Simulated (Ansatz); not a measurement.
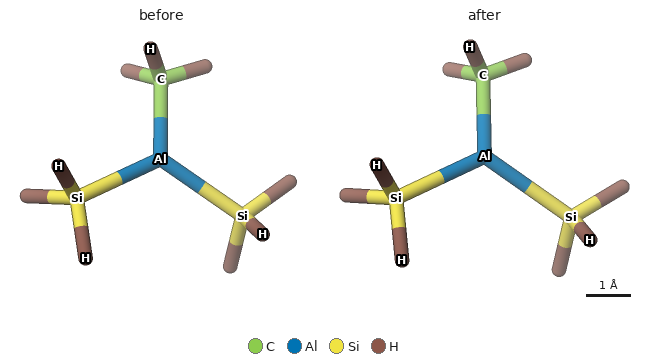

The structure of CH9AlSi2 (coarse preliminary run) before (left) and after (right) a relaxation, at one scale.

The picture is a stick view, seen at a tilt.

The start comes from a force field.

Level of theory: RKS PBE-D4/def2-SVP in Ansatz 0.2.0. Set-up: force threshold 0.03 eV/Å; at most 200 steps.

Q: Describe what moved and what it gained.

A: An H atom moves most after the best rigid fit: 0.25 Å. Largest moves by element: H 0.25 Å, Si 0.17 Å, C 0.10 Å, Al 0.06 Å. Among the contacts that change: Al–Si 2.321 → 2.468 Å, H–Si 1.375 → 1.512 Å, C–H 1.153 → 1.108 Å, Al–C 1.930 → 1.970 Å. Among the angles between lasting bonds that change: Al–Si–H 108.9° → 114.0°, H–Si–H 110.9° → 106.3°, Al–Si–H 113.8° → 110.9°. After 4 geometry steps the energy has fallen by 47.9 kJ/mol. The largest force component goes from 2.8 to 0.018 eV/Å. The run took roughly 10 core-seconds on a shared host.
